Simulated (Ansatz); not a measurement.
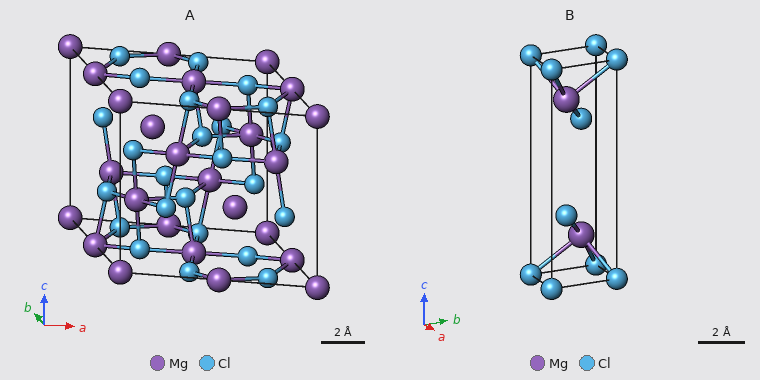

Two structures of Mg₂Cl₃, each relaxed to rest (conventional cells in solid outline, small ones repeated, not to one scale). Method: Ansatz, DFT PBE, scalar-relativistic, plane waves, PAW, without spin polarisation.

Question: Describe A and B.

Answer: A: 30 atoms a cell on a rhombohedral (trigonal R) lattice, R-3m. B: 5 atoms a cell on a primitive hexagonal lattice, P-3m1.

Question: Which has the lower energy, and by how much?

Answer: A is lower, by 67 meV/atom at this level of theory (energies at zero smearing). Volumes: A 23.0, B 26.3 Å³/atom.

One or both may be structure types tried for this composition rather than known phases.
